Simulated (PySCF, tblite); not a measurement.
# C2H7FOSi2: dynamics, then NMR shifts on frames, part 2 of 2

tblite 0.8.0 and PySCF 2.14.0. Atoms count from 0. The steps go on from the part before.

## 5. Shielding tensors: 625 fs, PBE0/pcSseg-1

What the job is given:

```
{"job": {"kind": "nmr", "xc": "PBE0", "basis": "pcSseg-1", "pop": false}, "charge": 0, "multiplicity": 1}
O     -2.457100    -1.185500    -0.549600
Si    -1.589000     0.084700     0.068600
C      0.057000     0.741700    -0.691300
Si     1.182000     0.111500     0.759600
C     -0.442100    -0.514800     1.561600
F     -0.462600    -1.862200     1.763300
H     -2.298200    -2.113500    -0.561600
H     -2.557300     1.047600     0.427900
H      0.311200     0.186700    -1.549900
H      0.175500     1.757400    -0.822400
H      1.820900     1.240600     1.552900
H      2.290700    -0.774100     0.484600
H     -0.652800    -0.088600     2.527100
```

Method: GIAO PBE0/pcSseg-1 NMR shielding, non-relativistic, gas phase.

What it wrote:

```text
coarse grid: 11936 points
cycle   1  E = -833.7347598312  dE =  6.247e-01  |g| = 8.450e-01  |ddm| = 3.301e+00
cycle   2  E = -833.5866770858  dE =  1.481e-01  |g| = 1.236e+00  |ddm| = 1.551e+00
cycle   3  E = -833.8618242946  dE = -2.751e-01  |g| = 1.202e-01  |ddm| = 1.062e+00
cycle   4  E = -833.8644365260  dE = -2.612e-03  |g| = 5.030e-02  |ddm| = 1.422e-01
cycle   5  E = -833.8650393669  dE = -6.028e-04  |g| = 6.647e-03  |ddm| = 4.881e-02
cycle   6  E = -833.8650494711  dE = -1.010e-05  |g| = 2.245e-03  |ddm| = 8.899e-03
cycle   7  E = -833.8650506345  dE = -1.163e-06  |g| = 6.434e-04  |ddm| = 2.685e-03
final grid: 106688 points
cycle   8  E = -833.9155044956  dE = -2.501e-05  |g| = 8.193e-03  |ddm| = 1.883e-02
cycle   9  E = -833.9154863570  dE =  1.814e-05  |g| = 1.249e-02  |ddm| = 1.602e-02
cycle  10  E = -833.9155186268  dE = -3.227e-05  |g| = 7.432e-04  |ddm| = 9.740e-03
cycle  11  E = -833.9155187106  dE = -8.383e-08  |g| = 2.742e-04  |ddm| = 7.838e-04
cycle  12  E = -833.9155187269  dE = -1.627e-08  |g| = 4.405e-05  |ddm| = 2.770e-04
cycle  13  E = -833.9155187272  dE = -2.999e-10  |g| = 2.262e-05  |ddm| = 4.379e-05
converged SCF energy = -833.9155187272

GIAO shielding tensors (ppm)
atom      isotropic    diamagn.    paramagn.     s11        s22        s33       span
  0 O      314.598     385.241     -70.643    288.802    315.105    339.887     51.086
  1 Si     352.553     877.352    -524.798    288.385    362.968    406.306    117.921
  2 C      180.953     260.437     -79.484    143.967    185.315    213.578     69.611
  3 Si     390.835     880.695    -489.859    338.609    385.731    448.166    109.557
  4 C       91.816     254.068    -162.252     36.716     88.330    150.403    113.687
  5 F      470.488     472.594      -2.106    385.016    510.290    516.159    131.143
  6 H       29.021      31.801      -2.780     20.763     24.178     42.122     21.359
  7 H       26.757      28.866      -2.109     22.938     25.047     32.287      9.349
  8 H       31.492      33.103      -1.610     27.232     29.499     37.745     10.513
  9 H       32.064      32.956      -0.892     27.005     29.940     39.246     12.241
 10 H       26.678      28.819      -2.141     24.009     24.716     31.310      7.301
 11 H       27.093      29.619      -2.525     24.464     24.868     31.948      7.483
 12 H       26.059      30.594      -4.535     23.649     25.349     29.179      5.531
```

Run time: 29 s. Hardware: 1 thread of Arm Neoverse N1, shared host; peak memory 0.74 GiB.

Key values: δ C4 95.1, C2 6.0, O0 21.5, Si1 -3.4, H12 5.66, H10 5.04 ppm.

## 6. Nuclear shieldings: 800 fs, PBE0/pcSseg-1

What the job is given:

```
{"job": {"kind": "nmr", "xc": "PBE0", "basis": "pcSseg-1", "pop": false}, "charge": 0, "multiplicity": 1}
O     -1.870200    -1.329100    -1.105700
Si    -1.625600     0.005600    -0.204500
C     -0.077900     1.044800    -0.596600
Si     0.834300     0.531100     1.040600
C     -0.741100    -0.512900     1.491800
F     -0.653700    -1.923000     1.654500
H     -1.685500    -2.260500    -0.905700
H     -2.860700     0.706500    -0.279300
H      0.474700     0.792400    -1.506500
H     -0.161000     2.155000    -0.604400
H      0.976900     1.608900     1.963500
H      2.205700    -0.066300     0.904100
H     -1.169500    -0.052100     2.364500
```

With the program's defaults for keys left out, this is: GIAO PBE0/pcSseg-1 NMR shielding, non-relativistic, gas phase.

What it wrote:

```text
coarse grid: 11936 points
cycle   1  E = -833.7460293974  dE =  4.955e-01  |g| = 8.435e-01  |ddm| = 3.261e+00
cycle   2  E = -833.5788957281  dE =  1.671e-01  |g| = 1.276e+00  |ddm| = 1.670e+00
cycle   3  E = -833.8725144078  dE = -2.936e-01  |g| = 1.107e-01  |ddm| = 1.175e+00
cycle   4  E = -833.8746350119  dE = -2.121e-03  |g| = 5.210e-02  |ddm| = 1.400e-01
cycle   5  E = -833.8753113526  dE = -6.763e-04  |g| = 7.048e-03  |ddm| = 5.216e-02
cycle   6  E = -833.8753222814  dE = -1.093e-05  |g| = 2.603e-03  |ddm| = 8.875e-03
cycle   7  E = -833.8753235681  dE = -1.287e-06  |g| = 6.980e-04  |ddm| = 2.667e-03
final grid: 106688 points
cycle   8  E = -833.9255864101  dE = -2.092e-05  |g| = 8.246e-03  |ddm| = 1.597e-02
cycle   9  E = -833.9255668296  dE =  1.958e-05  |g| = 1.294e-02  |ddm| = 1.625e-02
cycle  10  E = -833.9256005553  dE = -3.373e-05  |g| = 6.531e-04  |ddm| = 9.841e-03
cycle  11  E = -833.9256006165  dE = -6.115e-08  |g| = 2.735e-04  |ddm| = 7.227e-04
cycle  12  E = -833.9256006326  dE = -1.608e-08  |g| = 3.425e-05  |ddm| = 2.670e-04
cycle  13  E = -833.9256006328  dE = -2.149e-10  |g| = 1.158e-05  |ddm| = 4.079e-05
converged SCF energy = -833.9256006328

GIAO shielding tensors (ppm)
atom      isotropic    diamagn.    paramagn.     s11        s22        s33       span
  0 O      308.922     386.675     -77.752    281.576    308.420    336.771     55.195
  1 Si     348.192     877.887    -529.695    288.849    352.423    403.305    114.456
  2 C      181.090     260.167     -79.076    159.707    177.756    205.808     46.101
  3 Si     384.077     880.926    -496.850    346.958    364.944    440.328     93.371
  4 C       88.741     255.384    -166.644     27.759     77.965    160.498    132.739
  5 F      458.405     472.761     -14.357    395.749    479.793    499.673    103.924
  6 H       28.089      30.288      -2.199     19.788     24.086     40.392     20.604
  7 H       26.316      28.364      -2.048     22.291     24.550     32.108      9.817
  8 H       30.524      31.926      -1.402     26.696     27.379     37.496     10.800
  9 H       30.486      30.139       0.347     26.071     28.035     37.352     11.281
 10 H       27.619      30.483      -2.864     24.429     25.849     32.579      8.150
 11 H       26.270      28.801      -2.532     23.448     24.248     31.113      7.665
 12 H       26.068      30.129      -4.060     23.146     25.803     29.256      6.110
```

Run time: 28 s. Hardware: 1 thread of Arm Neoverse N1, shared host; peak memory 0.75 GiB.

This run: δ C4 98.2, C2 5.8, O0 27.2, Si1 1.0, H12 5.65, H11 5.45 ppm.

## 7. Nuclear shieldings: 1000 fs, PBE0/pcSseg-1

What the job is given:

```
{"job": {"kind": "nmr", "xc": "PBE0", "basis": "pcSseg-1", "pop": false}, "charge": 0, "multiplicity": 1}
O     -1.558700    -1.287600    -1.455400
Si    -1.771400    -0.234500    -0.268200
C     -0.413800     1.138100    -0.056200
Si     0.457000     0.201100     1.314700
C     -1.104900    -0.919000     1.433600
F     -0.767200    -2.273500     1.470800
H     -0.899700    -1.974200    -1.415400
H     -3.177000     0.063500    -0.495500
H      0.131900     1.358900    -0.952200
H     -0.829100     2.135800     0.362500
H      0.924300     0.948000     2.537400
H      1.576200    -0.434200     0.714100
H     -1.697700    -0.798800     2.319300
```

Level: GIAO PBE0/pcSseg-1 NMR shielding, non-relativistic, gas phase.

What it wrote:

```text
coarse grid: 11936 points
cycle   1  E = -833.7437923502  dE =  6.148e-01  |g| = 8.462e-01  |ddm| = 3.286e+00
cycle   2  E = -833.5937818137  dE =  1.500e-01  |g| = 1.246e+00  |ddm| = 1.648e+00
cycle   3  E = -833.8704572738  dE = -2.767e-01  |g| = 1.112e-01  |ddm| = 1.144e+00
cycle   4  E = -833.8726343686  dE = -2.177e-03  |g| = 4.999e-02  |ddm| = 1.373e-01
cycle   5  E = -833.8732493571  dE = -6.150e-04  |g| = 6.922e-03  |ddm| = 4.907e-02
cycle   6  E = -833.8732592303  dE = -9.873e-06  |g| = 2.804e-03  |ddm| = 8.475e-03
final grid: 106688 points
cycle   7  E = -833.9245439532  dE = -2.086e-05  |g| = 9.918e-03  |ddm| = 1.999e-02
cycle   8  E = -833.9245173083  dE =  2.664e-05  |g| = 1.529e-02  |ddm| = 1.935e-02
cycle   9  E = -833.9245641090  dE = -4.680e-05  |g| = 6.643e-04  |ddm| = 1.163e-02
cycle  10  E = -833.9245641742  dE = -6.523e-08  |g| = 3.177e-04  |ddm| = 7.723e-04
cycle  11  E = -833.9245641964  dE = -2.219e-08  |g| = 3.929e-05  |ddm| = 2.807e-04
cycle  12  E = -833.9245641967  dE = -3.147e-10  |g| = 1.419e-05  |ddm| = 4.478e-05
converged SCF energy = -833.9245641967

GIAO shielding tensors (ppm)
atom      isotropic    diamagn.    paramagn.     s11        s22        s33       span
  0 O      308.566     387.533     -78.966    272.593    325.526    327.579     54.986
  1 Si     348.138     878.363    -530.226    300.748    356.447    387.218     86.470
  2 C      182.669     259.922     -77.253    167.626    177.330    203.050     35.424
  3 Si     389.818     881.485    -491.667    361.402    368.379    439.672     78.270
  4 C       90.610     255.516    -164.906     30.530     82.790    158.510    127.979
  5 F      455.355     473.638     -18.283    370.425    491.017    504.622    134.197
  6 H       29.559      32.042      -2.483     21.117     25.661     41.898     20.782
  7 H       26.052      27.683      -1.632     22.033     24.229     31.892      9.859
  8 H       31.276      32.848      -1.573     27.434     27.561     38.832     11.398
  9 H       29.833      28.739       1.094     25.627     27.415     36.457     10.830
 10 H       26.485      28.790      -2.304     23.269     24.489     31.698      8.429
 11 H       27.383      31.228      -3.845     24.964     25.325     31.860      6.896
 12 H       25.941      30.304      -4.363     23.388     24.982     29.455      6.067
```

It took 27 s on 1 thread of Arm Neoverse N1, shared host; peak memory 0.75 GiB.

Key values: δ C4 96.3, C2 4.3, O0 27.5, Si1 1.0, H12 5.78, H7 5.67 ppm.

## 8. Run by run: NMR shifts

Shifts (ppm) of some atoms, chosen among heavy atoms and hydrogens apart, with basis size and wall time:

| frame | C2 | H10 | H9 | O0 | Si1 | Si3 | F5 | functions | time |
| --- | --- | --- | --- | --- | --- | --- | --- | --- | --- |
| 250 fs | 11.9 | 6.19 | 1.48 | 38.1 | -1.7 | -32.7 | -286.5 | 151 | 27 s |
| 425 fs | 3.5 | 4.53 | -0.11 | 23.7 | 5.3 | -38.9 | -277.0 | 151 | 27 s |
| 625 fs | 6.0 | 5.04 | -0.35 | 21.5 | -3.4 | -41.7 | -299.5 | 151 | 29 s |
| 800 fs | 5.8 | 4.10 | 1.23 | 27.2 | 1.0 | -34.9 | -287.5 | 151 | 28 s |
| 1000 fs | 4.3 | 5.23 | 1.88 | 27.5 | 1.0 | -40.7 | -284.4 | 151 | 27 s |

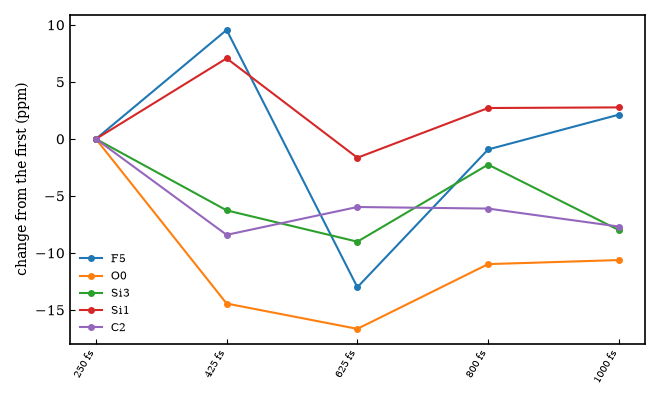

How five of the tabulated atoms move from run to run.

## 9. Results

The summary covers parts 1 to 2.

```
                                        quantity                                         value
                                      thermostat                                         200 K
                   mean temperature, second half                                         223 K
         mean potential energy above the minimum                                       0.31 eV
  13C shifts against TMS (PBE0/pcSseg-1, 250 fs)                                95.4, 11.9 ppm
   1H shifts against TMS (PBE0/pcSseg-1, 250 fs)  6.19, 5.28, 5.20, 4.94, 2.06, 1.48, 1.43 ppm
  17O shifts against H2O (PBE0/pcSseg-1, 250 fs)                                      38.1 ppm
 29Si shifts against TMS (PBE0/pcSseg-1, 250 fs)                               -1.7, -32.7 ppm
19F shifts against CFCl3 (PBE0/pcSseg-1, 250 fs)                                    -286.5 ppm
                        range of the shift of F5                          -299.5 to -277.0 ppm
```

In words: In the second half the potential energy averages 0.31 eV above the minimum; equipartition over 33 harmonic modes at 200 K would give 0.28 eV. With 13 atoms the temperature swings widely (100 to 322 K). Shifts at one fixed geometry are not the observed spectrum, which averages over the motion. Across the 5 runs the shift of F5 moves most, between -299.5 (625 fs) and -277.0 ppm (425 fs).
